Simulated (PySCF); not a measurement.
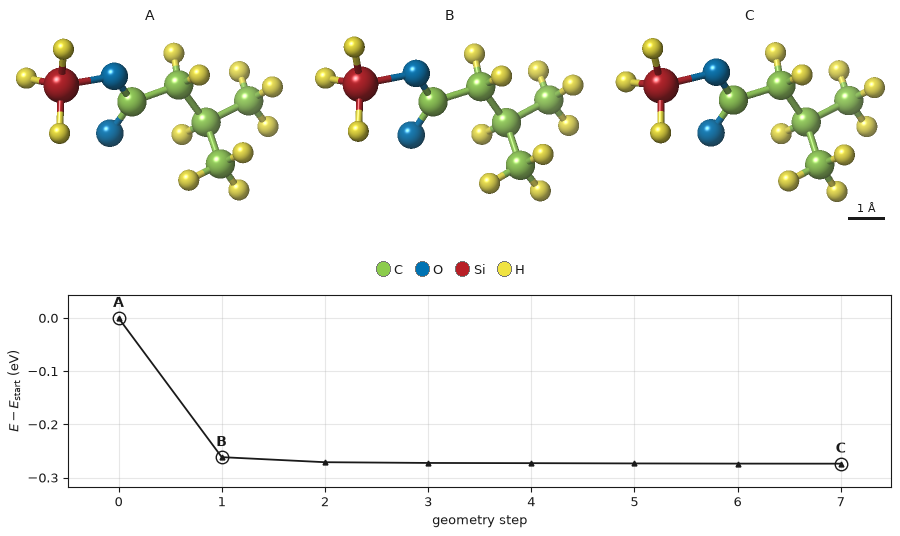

Frames of a relaxation of C$_{5}$H$_{12}$O$_{2}$Si, marked on the history of the run. Style: ball-and-stick. Shown at a tilt.

The start comes from GFN2-xTB. Its atoms were then displaced at random by about 0.01 Å.

Computed with PBE0-D3(BJ)/def2-SVP geometry optimisation, gas phase in PySCF. 

Question: Describe the path.

Answer: After 7 geometry steps the energy has fallen by 0.274 eV. The largest move after the best rigid fit is that of an H atom, 0.31 Å. Largest moves by element: H 0.31 Å, O 0.15 Å, C 0.10 Å, Si 0.05 Å. Near-neighbour distances that change, for instance: H–Si 1.424 → 1.487 Å, O–Si 1.663 → 1.721 Å, C–C 1.569 → 1.525 Å, C–H 1.073 → 1.103 Å. Among the angles between lasting bonds that change: C–O–Si 123.3° → 116.1°, O–Si–H 96.9° → 102.6°, H–Si–H 115.1° → 110.4°. From step 0 to 1: an H atom moves most (0.27 Å), energy −0.261 eV. From step 1 to 7: an H atom moves most (0.11 Å), energy −0.012 eV.

```
step  E − E(0), eV
   0        0.0000
   1       -0.2614
   2       -0.2709
   3       -0.2723
   4       -0.2727
   5       -0.2732
   6       -0.2735
   7       -0.2736
```
